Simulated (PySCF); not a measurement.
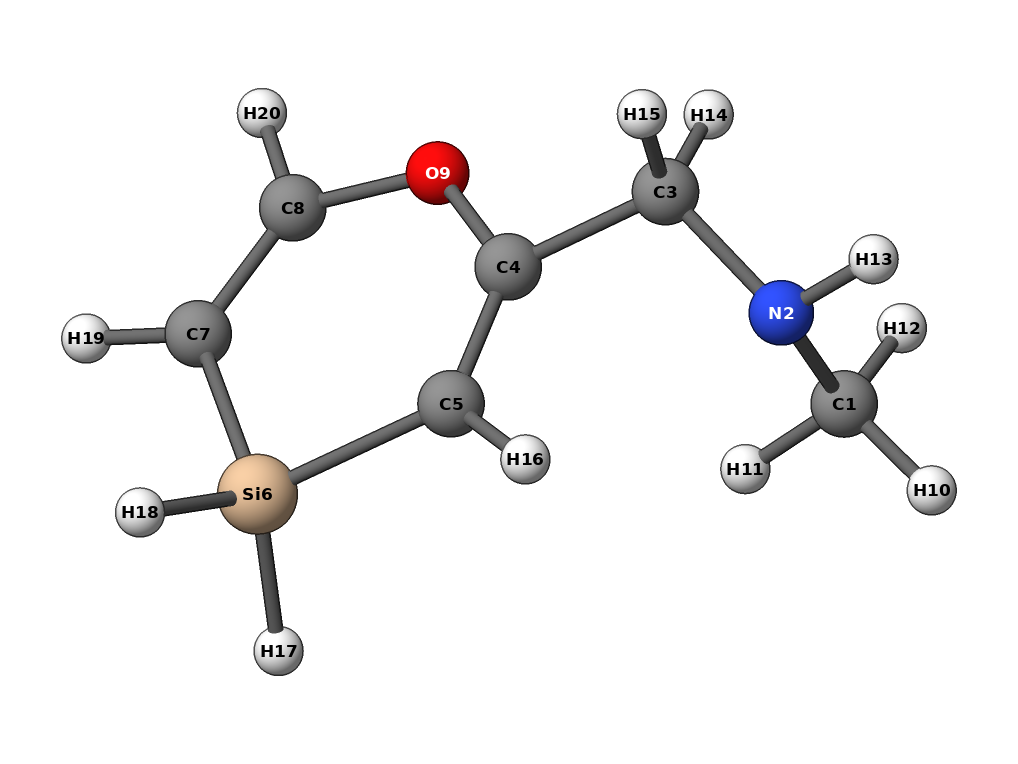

The questions are on isotropic NMR shieldings of the H atoms. The computed structure is the end point of a GFN2-xTB optimisation. No frequency run is at hand to confirm it as a minimum. Method: GIAO PBE0/pcSseg-1 NMR shielding, non-relativistic, gas phase (PySCF 2.14.0).

Which H atom is the most shielded (lowest chemical shift)?

H13 (31.11 ppm).

Which H atom is the least shielded (highest chemical shift)?

H20 (24.42 ppm).

How wide is the range of H shifts?

6.69 ppm.

List the isotropic NMR shieldings of the H atoms.

| atom | σ (ppm) |
| --- | --- |
| H10 | 29.17 |
| H11 | 28.92 |
| H12 | 29.68 |
| H13 | 31.11 |
| H14 | 28.74 |
| H15 | 27.86 |
| H16 | 25.81 |
| H17 | 26.74 |
| H18 | 26.77 |
| H19 | 26.56 |
| H20 | 24.42 |

The geometry is semi-empirical. Around Si such bond lengths and angles can be off by a tenth of an ångström or more and by several degrees, and values that hang on the shape move with them.
